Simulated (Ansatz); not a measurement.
# Formation energy and levels of the hydrogen interstitial H_i (bond centre, by O) in LiLaO2 (P2_1/c), part 2 of 2

Charge states of H_i (bond centre, by O) in LiLaO2 (P2_1/c), set against the band edges. Model: a cell of 64 host atoms with 1 H put in.

Ansatz; place-levels on PBEsol runs: charge-transition levels and formation energies with image-charge correction and potential alignment at the atomic sites.

So far. Step 3 (Placing the levels, PBEsol): Under PBEsol the gap is 3.74 eV, (+1/0) 3.76 (outside the gap), (0/−1) 1.03 eV; the steps are inverted, so the lowest state changes at (+1/−1) 2.40 eV.

## (3) Placing the levels, PBEsol (continued)

Chemical potentials of the elements' reference phases, run alike. Formation energies (elemental references), with the Fermi level at the valence top and at the conduction bottom (gap 3.74 eV):

```csv
charge,at valence top (eV),at conduction bottom (eV),correction included (eV)
+1,-1.75,1.99,0.11
0,2.01,2.01,0.00
−1,3.04,-0.69,0.04
```

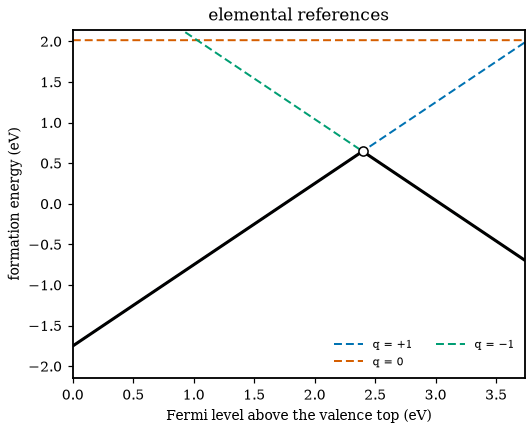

Formation energy against Fermi level; the thick line follows the lowest charge state and circles mark the transition levels.

Charge transition levels, in eV, zero at the valence-band top of the host:

```csv
,conduction bottom,valence top
"H_i (bond centre, by O)",3.74,0.00
```

```csv
,level,energy (eV)
"H_i (bond centre, by O)",(+1/−1),2.40
```

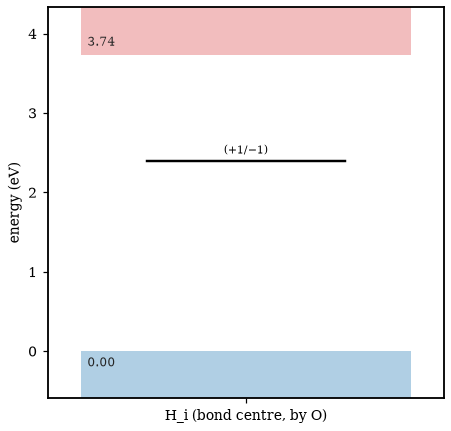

Charge transition levels. Shaded: valence and conduction bands.

## (4) Levels against the band edges, r2SCAN

r2SCAN on the same structure is run to see how far the result rests on the functional, though not on the errors that semilocal functionals share; the sampling changes too, to one point at (¼, ¼, ¼), so differences hold both changes.

Contents of qm1.r2scan/input.yaml:

```yaml
crystal:
  checkpoint: "../qm1.relax_smeared.run"
  host: checkpoint
total_charge: -1
basis:
  ecutwfc: 500
  xc_grid: 2
hamiltonian:
  xc: r2scan
kpoints:
  mp_grid: { grid: [1, 1, 1], shift: [0.25, 0.25, 0.25] }
scf:
  occupations: { method: fermi_dirac, width: 0.01 }
  max_iter: 60
output:
  forces: true
  eigenvalues: true
  charged_corrections:
    epsilon: [4.5, 4.58, 4.51]
    static_epsilon: [[20.94, 0.0, 1.74], [0.0, 19.87, 0.0], [1.74, 0.0, 23.55]]
    defect_position: [0.382164, 0.327148, 0.441644]
checkpoint:
  write: "../qm1.r2scan.run"
  compress: false
  write_wavefunctions: false
  write_every: 100000
```

Run time: 34 s. Hardware: 4 threads of Arm Neoverse V1, shared host; peak memory 2.2 GiB; 2.2 min of CPU time.

Contents of levels.r2scan.yaml:

```yaml
host:
  run: host.r2scan.run
  levels_from: { run: edges.r2scan.run }
states: [qm1.r2scan.run, q0_M1.r2scan.run, qp1.r2scan.run, qm1_M2.r2scan.run]
geometry_from:
  qm1.r2scan.run: qm1.relax_smeared.run
  q0_M1.r2scan.run: q0_M1.relax.run
  qp1.r2scan.run: qp1.relax.run
  qm1_M2.r2scan.run: qm1_M2.relax.run
  host.r2scan.run: host.relax.run
chemical_potentials:
  H:
    energy: -15.945667
    dataset: "<sha256 of the dataset>"
```

The run is started by

```bash
> ansatz place-levels levels.r2scan.yaml -- --threads 4 --pin off --max-ram 7536MiB
```

Numbers of over 12 decimals in the logs are rounded to 6 here.

Log:

```text
[...]
formation energy of charge +1: -1.821 eV with the Fermi level at the valence edge
formation energy of charge 0: +2.289 eV with the Fermi level at the valence edge
formation energy of charge -1: +3.443 eV with the Fermi level at the valence edge
  edges by r2scan of host.levels_from (edges.r2scan.run), its mesh sampled to repeats of 29.15 Å (the valence edge +0.144 eV and the conduction edge -0.286 eV from those of the host's own run), gap 4.286 eV; the host is sampled to repeats of 14.63 Å
[... the lines on each state left out ...]
```

It took 0.26 s on 4 threads.

Under r2SCAN the gap is 4.29 eV, (+1/0) 4.11, (0/−1) 1.15 eV; the steps are inverted, so the lowest state changes at (+1/−1) 2.63 eV; the stage before (PBEsol, at other k-points) gave a gap of 3.74 eV and levels within 0.35 eV of these.

## (5) The ladder

Levels between neighbouring charges, in eV above each run's own valence top:

```csv
,gap (eV),(+1/0),(0/−1),CPU time a state at this stage (restarts are quicker than cold starts)
"PBEsol, 2×2×2 shifted mesh",3.74,3.76,1.03,9.6 min
"r2SCAN on PBEsol structures, (¼, ¼, ¼)",4.29,4.11,1.15,5.1 min
```

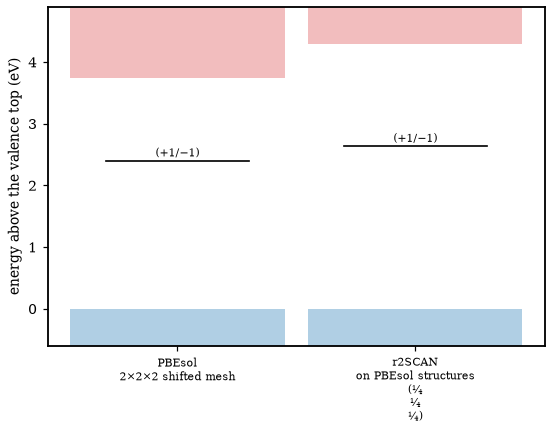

Levels between stable charges at each rung, each against its own band edges (shaded).

## (6) Results

```
gap of the host                                                             : 3.74 eV (PBEsol)
level (plus 1/0)                                                            : 3.76 eV above the valence top, past the conduction bottom, not a change between lowest states
level (0/minus 1)                                                           : 1.03 eV above the valence top, not a change between lowest states
level (plus 1/minus 1)                                                      : 2.40 eV above the valence top
lowest of the charges placed, just above the valence top (0.02 eV)          : +1
lowest of the charges placed, just below the conduction bottom (0.02 eV)    : −1
lowest formation energy at mid-gap of the charges run, elemental references : 0.12 eV
```

Of the charges placed (−1, 0 and +1), the lowest changes at 2.40 eV (+1/−1) above the valence top, in a gap of 3.74 eV. (+1/−1) passes over charge 0, which lies 1.37 eV above the two there; a lower structure or spin state of it, if missed, would change that. Charges above +1 and below −1 were not placed, so these runs say nothing of levels that involve them. States placed: +1 at 0 μB; 0 at 1 μB; −1 at 0 μB and 2 μB. Other spin states or structures, where not listed, weren't placed. At charge −1, 0 and +1 the atom put in ends up to 1.6 Å from its starting place, so the name tells the start alone and the levels can join different sites. H is taken at its element; compounds, which aren't counted here, bound the chemical potentials and would shift these formation energies. Keep in mind: PBEsol makes the gap too small and tends to spread out bound carriers; where a gas molecule sets a chemical potential or the host's formation energy, its binding is uncorrected; spin–orbit coupling, which can matter with heavy atoms, is left out.

[Logs are printed without paths, hosts, clocks, repeated set-up lines and the standing remarks that a program may print on its own settings, such as how far it seeks lower states.]

[Hosts, paths, dates, database ids (printed as entryN), source tags and the programs' standing remarks are cut or masked in the printed files.]

[Where a table of states has a column of steps, it counts the stored structures, which are thinned; the runs took as many ionic steps or more.]

[A defect's name tells the site on which it was built; relaxed atoms can leave that site.]

[For some hosts the program warned that the k-mesh of the response run may be too coarse for force constants and the static dielectric constant; such warnings are not shown here.]
